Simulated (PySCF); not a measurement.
**What a change does: NMR shielding calculation on C3H5AlO2**

System: C3H5AlO2, SMILES C1=C[O][AlH2-][O+]=C1.
Method of run 1: GIAO PBE0/pcSseg-2 NMR shielding, non-relativistic, gas phase (PySCF 2.14.0).

The geometry comes from this level: PBE0-D3(BJ)/def2-SVP. Text and figures count atoms from 1; the logs count them from 0 in places.

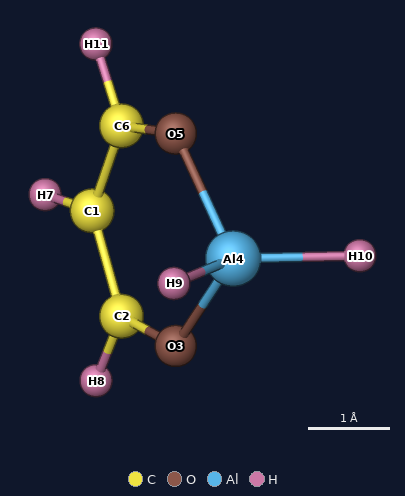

Fig. 1: The input geometry (ball-and-stick view, seen at an oblique angle; atoms are numbered from 1 in the order of the input). Sticks mark near contacts. Bond lengths as drawn: Al–H 1.59 Å, Al–O 1.87 Å, C–C 1.40 Å, C–H 1.09 to 1.10 Å and C–O 1.27 Å.

### Input file, run 1
```
{"job": {"kind": "nmr", "xc": "PBE0", "basis": "pcSseg-2", "pop": false}, "charge": 0, "multiplicity": 1}
C      1.368311     0.348178    -0.144772
C      1.021407    -0.991305     0.050976
O     -0.155162    -1.438654     0.185695
Al    -1.745121    -0.450407     0.189113
O     -0.855924     1.168692    -0.110059
C      0.392977     1.346310    -0.215664
H      2.418341     0.618653    -0.250712
H      1.828910    -1.743222     0.093767
H     -2.590786    -0.826834    -1.099346
H     -2.343487    -0.443444     1.659406
H      0.717679     2.388893    -0.378999
```

The first line tells a small driver script what to run in PySCF; the rest is the geometry in Å.

Command:
```bash
OMP_NUM_THREADS=1 python <driver script> task.json out
```

Hardware: 1 CPU thread, shared host.

### Output (run 1)
```
coarse grid: 10160 points
cycle   1  E = -509.8166718130  dE =  8.719e-01  |g| = 9.097e-01  |ddm| = 2.443e+00
cycle   2  E = -509.4009499600  dE =  4.157e-01  |g| = 1.734e+00  |ddm| = 1.527e+00
cycle   3  E = -509.9597741268  dE = -5.588e-01  |g| = 1.801e-01  |ddm| = 1.153e+00
cycle   4  E = -509.9666928462  dE = -6.919e-03  |g| = 6.923e-02  |ddm| = 1.673e-01
cycle   5  E = -509.9678047757  dE = -1.112e-03  |g| = 1.213e-02  |ddm| = 5.400e-02
cycle   6  E = -509.9678333810  dE = -2.861e-05  |g| = 2.798e-03  |ddm| = 1.038e-02
cycle   7  E = -509.9678349021  dE = -1.521e-06  |g| = 5.672e-04  |ddm| = 2.494e-03
final grid: 94792 points
cycle   8  E = -509.9652734511  dE = -5.379e-05  |g| = 9.691e-03  |ddm| = 3.305e-02
cycle   9  E = -509.9652325937  dE =  4.086e-05  |g| = 1.753e-02  |ddm| = 1.230e-02
cycle  10  E = -509.9652906713  dE = -5.808e-05  |g| = 1.395e-03  |ddm| = 8.566e-03
cycle  11  E = -509.9652910948  dE = -4.235e-07  |g| = 2.144e-04  |ddm| = 1.355e-03
cycle  12  E = -509.9652911042  dE = -9.421e-09  |g| = 5.988e-05  |ddm| = 1.613e-04
cycle  13  E = -509.9652911048  dE = -5.550e-10  |g| = 3.194e-05  |ddm| = 6.384e-05
cycle  14  E = -509.9652911050  dE = -2.199e-10  |g| = 9.474e-06  |ddm| = 2.515e-05
converged SCF energy = -509.9652911050

GIAO shielding tensors (ppm)
atom      isotropic    diamagn.    paramagn.     s11        s22        s33       span
  0 C       73.492     260.844    -187.352    -44.038    118.148    146.367    190.405
  1 C      -10.887     246.924    -257.811   -116.337    -22.544    106.220    222.557
  2 O       10.913     395.054    -384.141   -199.716   -116.260    348.716    548.431
  3 Al     439.525     792.974    -353.449    377.295    397.367    543.912    166.617
  4 O       11.369     395.063    -383.694   -198.942   -115.658    348.709    547.651
  5 C      -10.836     246.940    -257.776   -116.312    -22.427    106.231    222.543
  6 H       25.650      31.057      -5.407     23.638     25.782     27.531      3.892
  7 H       23.071      28.169      -5.098     20.579     23.177     25.457      4.879
  8 H       26.693      28.995      -2.302     24.517     24.644     30.919      6.402
  9 H       26.709      29.021      -2.312     24.548     24.636     30.943      6.395
 10 H       23.074      28.187      -5.112     20.581     23.181     25.462      4.881
```

The input of run 2 differs as follows (lines with − go, lines with + come):
```diff
-"xc": "PBE0"
+"xc": "OPBE"
```

What does this change do to the results?

The total energies belong to different methods, so their difference says nothing on which is more stable or more accurate. The HOMO goes from −7.35 to −6.17 eV. The LUMO goes from −2.48 to −3.29 eV. The dipole moment goes from 4.25 to 3.95 D. Of all shieldings, the largest change is that of Al4, by +13.3 ppm. The functional changes from PBE0 to OPBE. Exact exchange removes part of the self-interaction error of semilocal functionals, which pushes filled and empty levels apart. The SCF takes 16 iterations against 14.

### Output (run 2)
```
coarse grid: 10160 points
cycle   1  E = -510.0217397446  dE =  7.652e-01  |g| = 9.552e-01  |ddm| = 2.521e+00
cycle   2  E = -509.0551899663  dE =  9.665e-01  |g| = 2.351e+00  |ddm| = 2.764e+00
cycle   3  E = -510.1618487744  dE = -1.107e+00  |g| = 3.474e-01  |ddm| = 2.375e+00
cycle   4  E = -510.1897149909  dE = -2.787e-02  |g| = 1.435e-01  |ddm| = 3.378e-01
cycle   5  E = -510.1945501070  dE = -4.835e-03  |g| = 3.661e-02  |ddm| = 1.118e-01
cycle   6  E = -510.1948421616  dE = -2.921e-04  |g| = 1.012e-02  |ddm| = 2.943e-02
cycle   7  E = -510.1948639020  dE = -2.174e-05  |g| = 3.450e-03  |ddm| = 1.019e-02
cycle   8  E = -510.1948645106  dE = -6.086e-07  |g| = 2.993e-03  |ddm| = 4.225e-03
final grid: 94792 points
cycle   9  E = -510.1912297610  dE = -1.323e-04  |g| = 3.158e-02  |ddm| = 7.669e-02
cycle  10  E = -510.1900817186  dE =  1.148e-03  |g| = 8.088e-02  |ddm| = 5.585e-02
cycle  11  E = -510.1913954976  dE = -1.314e-03  |g| = 7.763e-03  |ddm| = 4.678e-02
cycle  12  E = -510.1914048221  dE = -9.324e-06  |g| = 4.389e-03  |ddm| = 7.691e-03
cycle  13  E = -510.1914091892  dE = -4.367e-06  |g| = 7.742e-04  |ddm| = 3.249e-03
cycle  14  E = -510.1914093333  dE = -1.441e-07  |g| = 2.338e-04  |ddm| = 7.045e-04
cycle  15  E = -510.1914093456  dE = -1.226e-08  |g| = 5.746e-05  |ddm| = 1.965e-04
cycle  16  E = -510.1914093462  dE = -6.369e-10  |g| = 2.430e-05  |ddm| = 6.250e-05
converged SCF energy = -510.1914093462

GIAO shielding tensors (ppm)
atom      isotropic    diamagn.    paramagn.     s11        s22        s33       span
  0 C       75.667     263.906    -188.239    -34.202    115.480    145.725    179.927
  1 C        1.286     250.273    -248.987    -92.153     -8.539    104.551    196.705
  2 O       13.035     396.875    -383.840   -201.222   -101.732    342.060    543.282
  3 Al     452.829     794.270    -341.442    395.937    410.891    551.658    155.721
  4 O       13.500     396.881    -383.381   -200.402   -101.159    342.060    542.462
  5 C        1.333     250.290    -248.957    -92.125     -8.437    104.561    196.686
  6 H       25.562      30.768      -5.205     23.295     26.036     27.356      4.062
  7 H       23.062      27.870      -4.808     20.560     23.503     25.123      4.563
  8 H       26.704      29.489      -2.785     24.575     24.709     30.828      6.252
  9 H       26.718      29.531      -2.813     24.606     24.699     30.848      6.242
 10 H       23.066      27.891      -4.825     20.562     23.507     25.127      4.565
```

### The two runs side by side

| quantity | run 1 | run 2 |
| --- | --- | --- |
| outcome | converged | converged |
| total energy (hartree) | −509.965291 | −510.191409 |
| HOMO (eV) | −7.35 | −6.17 |
| LUMO (eV) | −2.48 | −3.29 |
| dipole moment (D) | 4.25 | 3.95 |
| shielding of C1 (ppm) | 73.5 | 75.7 |
| shielding of C2 (ppm) | −10.9 | 1.3 |
| shielding of O3 (ppm) | 10.9 | 13.0 |
| shielding of Al4 (ppm) | 439.5 | 452.8 |
| shielding of O5 (ppm) | 11.4 | 13.5 |
| shielding of C6 (ppm) | −10.8 | 1.3 |
| shielding of H7 (ppm) | 25.7 | 25.6 |
| SCF iterations | 14 | 16 |
| basis functions | 293 | 293 |
| wall time (shared host) | 74 s | 81 s |
